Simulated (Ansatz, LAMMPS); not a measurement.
**Glassy 50P2O5-25K2O-25CaO (mol %) (76 atoms), the frame at 212 fs of a trajectory (instantaneous temperature 459 K)**

The starting structure: 76 atoms (16 P, 8 K, 4 Ca, 48 O) placed at random at 2.56 g/cm³, melted at 4000 K for 10 ps at fixed volume with the Morse and Coulomb pair potential with partial charges (Pedone, Malavasi, Menziani, Cormack and Segre, J. Phys. Chem. B 110, 11780 (2006)). Quenched from 4000 K to 300 K at 8 K/ps and fixed volume, held 10 ps at zero pressure.

This is the frame at 212 fs of a trajectory (instantaneous temperature 459 K). Method: Kohn-Sham DFT, LDA, PAW (set soft_2), plane waves (Ansatz 0.2.0); cutoff 420 eV, Γ point, fixed occupations; density 2.56 g/cm³.

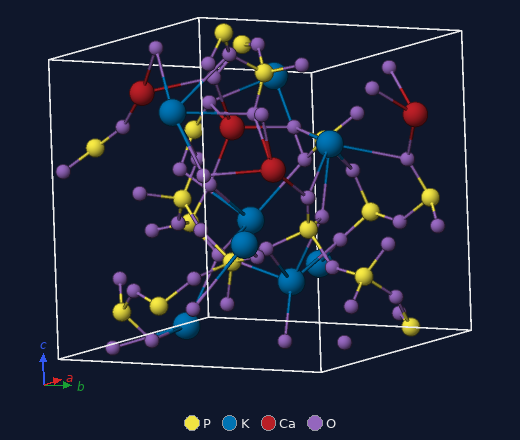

The structure (phosphorus yellow, potassium blue, calcium red, oxygen purple). Bonds to atoms that aren't drawn are left out.

Cell vectors (Å):

```
10.407 0.000 0.000
0.000 10.407 0.000
0.000 0.000 10.407
```

Positions in Å, forces in eV/Å:

```csv
atom,x,y,z,fx,fy,fz
P1,4.944,9.726,4.853,2.029,-0.057,-0.049
P2,9.717,1.366,10.035,-0.354,-0.724,0.058
P3,6.469,3.272,2.616,0.729,0.760,-1.199
P4,0.684,1.342,7.304,-0.099,-0.064,0.751
P5,2.959,0.868,1.260,-3.655,-2.062,2.145
P6,2.198,4.129,4.619,0.624,-1.542,-1.458
P7,7.142,5.962,3.770,0.352,-1.898,-1.744
P8,5.666,4.418,10.334,-0.084,0.420,0.820
P9,8.005,10.344,4.947,-2.107,0.864,0.561
P10,5.796,0.705,1.062,4.303,-0.621,1.142
P11,3.982,8.523,7.437,-0.189,0.548,-1.096
P12,0.240,5.536,8.183,0.143,-0.405,0.355
P13,9.260,6.881,1.871,0.589,0.227,-0.945
P14,8.222,3.781,8.962,-1.558,-1.867,-1.373
P15,8.113,9.339,0.389,-1.234,-0.820,0.115
P16,4.702,2.409,5.011,-0.433,-1.066,-0.681
K17,1.782,7.899,9.934,-0.076,0.173,-0.018
K18,6.848,0.889,7.644,0.055,0.166,0.137
K19,9.898,1.813,2.664,-0.168,0.143,0.585
K20,6.978,7.016,6.804,-0.153,-0.069,0.061
K21,1.620,4.192,1.117,-0.109,-0.232,-0.086
K22,4.306,6.859,2.386,0.330,-0.016,0.349
K23,1.310,7.055,4.951,0.131,-0.340,0.218
K24,1.032,9.880,3.604,0.353,-0.430,0.157
Ca25,3.949,1.374,8.752,-0.019,0.335,0.468
Ca26,3.610,5.101,7.767,-0.101,-0.559,0.375
Ca27,9.160,3.469,5.439,-0.109,0.478,0.588
Ca28,9.666,8.892,7.533,0.107,1.248,0.688
O29,5.528,3.578,1.294,-0.229,-0.310,0.463
O30,10.167,2.507,7.178,0.176,-1.105,-0.156
O31,5.688,2.535,3.794,0.276,0.109,0.043
O32,8.515,2.253,9.494,0.513,0.506,0.320
O33,10.117,6.959,8.292,0.212,-0.245,0.267
O34,7.809,6.481,2.377,0.151,-0.336,0.639
O35,4.399,9.632,8.350,-0.350,0.156,1.100
O36,7.940,3.435,2.581,0.769,-0.019,0.609
O37,5.428,5.878,0.114,-0.338,-0.924,0.062
O38,0.917,3.355,4.489,-0.636,-0.181,0.340
O39,7.586,3.691,7.611,0.650,0.264,0.927
O40,3.067,1.962,0.303,1.175,2.133,-2.111
O41,1.604,5.391,8.932,-1.532,-0.143,-0.914
O42,4.002,9.024,3.984,-0.473,-0.073,-0.579
O43,5.102,8.981,6.234,-0.128,0.225,-0.985
O44,9.474,4.567,9.091,2.195,1.315,0.145
O45,4.532,0.820,5.155,-1.058,0.453,0.186
O46,0.562,0.113,6.441,-0.419,0.355,0.287
O47,6.325,6.993,4.365,-1.822,1.986,0.320
O48,2.377,10.004,0.684,0.635,-0.528,-0.211
O49,6.760,1.580,1.911,-1.502,-0.185,-0.329
O50,8.915,10.072,3.820,0.447,-0.573,-0.124
O51,2.561,8.548,6.951,-0.005,-0.176,-0.065
O52,2.251,1.246,2.532,0.271,0.359,0.084
O53,8.877,8.349,1.278,-0.832,1.368,-0.518
O54,2.622,4.713,5.903,0.343,0.663,2.049
O55,4.418,7.102,7.756,0.532,0.116,0.171
O56,8.001,8.878,9.398,0.150,0.262,-0.916
O57,0.103,5.007,6.801,-0.164,0.335,-0.025
O58,2.423,5.095,3.514,0.092,0.878,-1.303
O59,7.919,1.416,5.327,0.357,-0.379,-0.062
O60,10.249,7.314,2.877,0.510,-0.338,1.368
O61,6.737,9.697,1.076,-0.200,-0.088,0.451
O62,6.136,4.848,3.186,-0.381,-0.014,0.374
O63,3.418,2.951,4.372,-0.139,-0.045,0.682
O64,5.183,2.796,6.350,-0.474,0.817,0.158
O65,9.734,6.066,0.726,-0.113,-0.053,0.698
O66,5.749,0.951,10.042,-0.452,1.020,-1.993
O67,4.906,3.699,9.261,-0.680,0.168,-0.463
O68,8.134,5.405,4.706,1.480,-0.989,0.847
O69,4.483,0.491,1.767,0.351,-0.664,0.815
O70,6.403,10.022,4.311,0.233,-0.803,0.666
O71,2.042,1.679,7.852,-0.898,-0.279,-0.524
O72,8.029,9.469,6.241,0.303,0.126,-1.225
O73,8.968,0.228,0.489,0.314,1.504,0.965
O74,7.219,4.145,10.101,0.945,0.632,-0.252
O75,0.397,1.946,0.422,-1.115,0.764,-0.467
O76,10.096,0.501,8.869,1.562,-0.652,-2.737
```

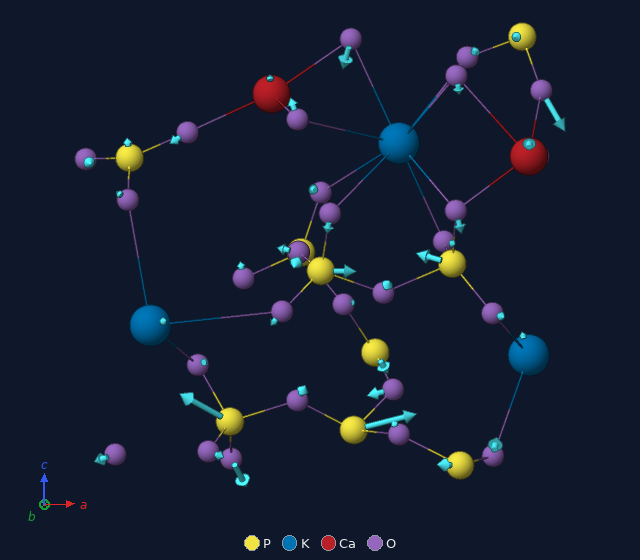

The forces as arrows, the longest 4.71 eV/Å. Drawn is a slice 5 Å thick, seen along the normal of the ac plane. Bonds to atoms that aren't drawn are left out.

The quench rate of 8 K/ps is many orders above laboratory rates, so the cell is likely richer in defects and strain than a real sample. The network of bonds at the start is that of the classical potential that made the cell. Only the Γ point is sampled, in a cell whose shortest periodic width is 10 Å.

The r.m.s. force component is 0.887 eV/Å; the longest force, 4.71 eV/Å, acts on P5. The energy lies 91.8 meV/atom below that of the first step of this run.

[Logs are printed without paths, hosts, clocks, repeated set-up lines and the standing remarks that a program may print on its own settings, such as how far it seeks lower states.]

[Hosts, paths, dates, database ids (printed as entryN), source tags and the programs' standing remarks are cut or masked in the printed files.]
